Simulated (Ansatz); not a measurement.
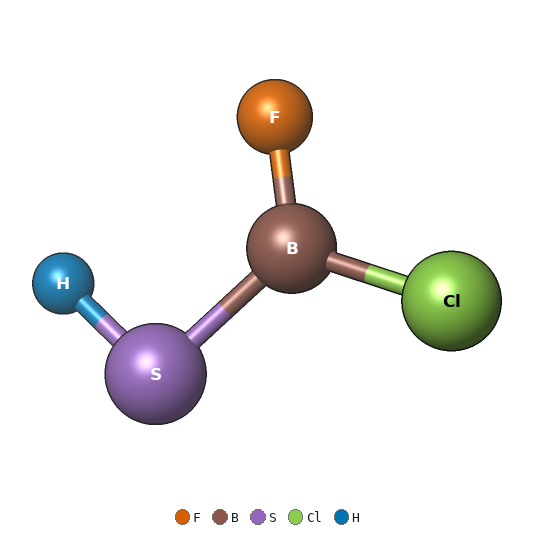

The computed structure is the end point of a PBE0-D4/def2-TZVP optimisation.

Question: Count the atoms of each element.

Answer: BClFHS, 5 atoms: 1 boron, 1 chlorine, 1 fluorine, 1 hydrogen and 1 sulfur.

Question: Give a SMILES string for it.

Answer: FB(S)Cl

The parts below concern this one geometry. Atoms keep their numbers from picture to picture.

**Geometry**

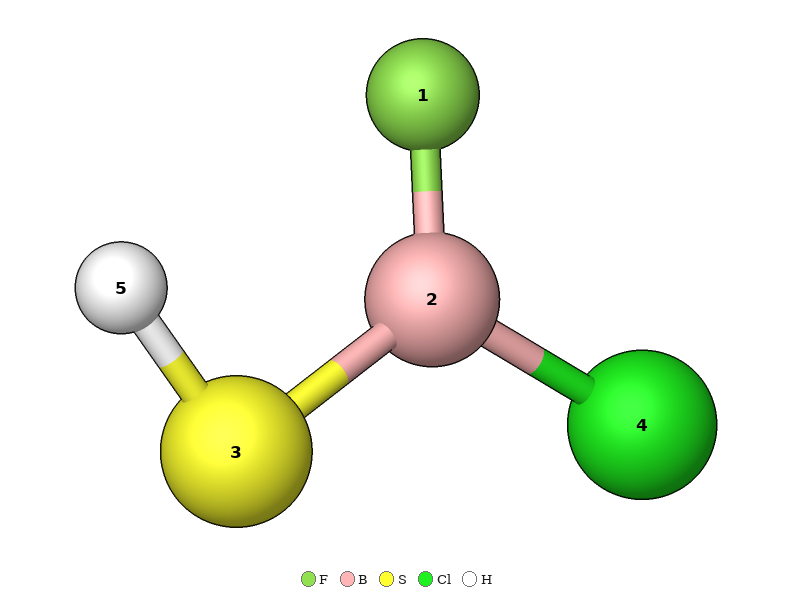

Question: What is the geometry at B2?

Answer: B2 has 3 neighbours (F1 at 1.32, S3 at 1.79, Cl4 at 1.75 Å); the arrangement is trigonal planar.

Question: What is the geometry at S3?

Answer: S3 has 2 neighbours (B2 at 1.79, H5 at 1.34 Å); the arrangement is bent.

**Vibrations**

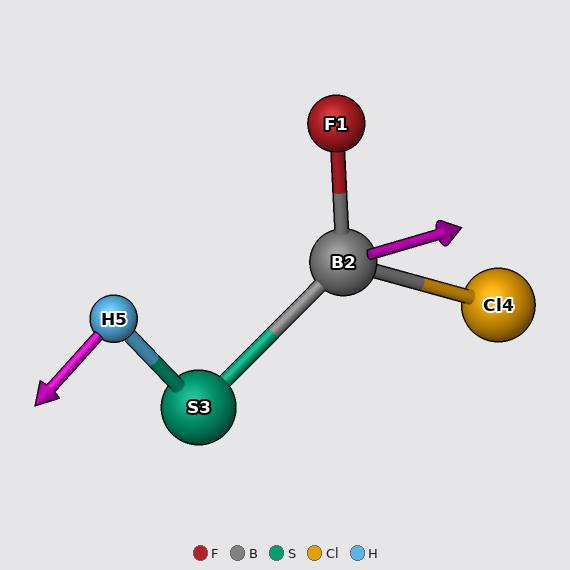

The arrows show one normal mode. Harmonic vibrations computed with RKS PBE0-D4/def2-TZVP (Ansatz 0.2.0) at a stationary point of the same level.

Question: At what wavenumber does it lie?

Answer: 1007 cm⁻¹; it is mode 7 of 9 counted from the lowest.

**Levels of theory compared**

Program: Ansatz 0.2.0.

At this fixed geometry, give dipole (D), vertical IP (eV), HOMO energy (eV) at these levels: B3LYP-D4/def2-TZVPP; PBE-D4/def2-TZVPP; r2SCAN-D4/def2-TZVPP; ωB97M-V/def2-TZVPP.

```json
{"level": "B3LYP-D4/def2-TZVPP", "dipole (D)": "1.17", "vertical IP (eV)": "10.72", "HOMO energy (eV)": "−8.12"}
{"level": "PBE-D4/def2-TZVPP", "dipole (D)": "1.15", "vertical IP (eV)": "10.52", "HOMO energy (eV)": "−7.14"}
{"level": "r2SCAN-D4/def2-TZVPP", "dipole (D)": "1.19", "vertical IP (eV)": "10.64", "HOMO energy (eV)": "−7.45"}
{"level": "ωB97M-V/def2-TZVPP", "dipole (D)": "1.15", "vertical IP (eV)": "10.82", "HOMO energy (eV)": "−10.55"}
```

**Thermal motion**

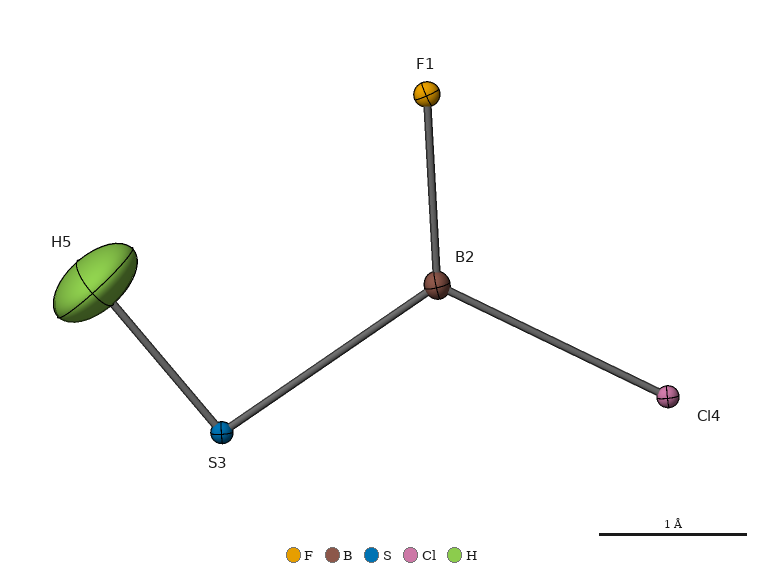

Displacement ellipsoids at the 50 % level, enlarged 1.5 times, from the internal vibrations of the free molecule (harmonic, no overall translation or rotation; no half-axis is drawn under 0.075 Å). Vibrations computed with RKS PBE0-D4/def2-TZVP (Ansatz 0.2.0). Temperature: 0 K (zero-point motion alone).

Question: Which atom moves most?

Answer: H5, with U_eq = 0.0234 Å².

Question: Does H5 move more along its bond or across it?

Answer: Across it: the root-mean-square amplitude is 0.081 Å along the bond and up to 0.204 Å across, since bending and torsion are softer than stretching.

Give the displacement parameters, one line for each set of equivalent atoms.

| atom | U_eq (Å²) | rms amplitudes (Å) |
| --- | --- | --- |
| F1 | 0.0010 | 0.013, 0.037, 0.039 |
| B2 | 0.0019 | 0.038, 0.042, 0.052 |
| S3 | 0.00049 | 0.008, 0.021, 0.032 |
| Cl4 | 0.00043 | 0.006, 0.020, 0.029 |
| H5 | 0.0234 | 0.081, 0.149, 0.204 |
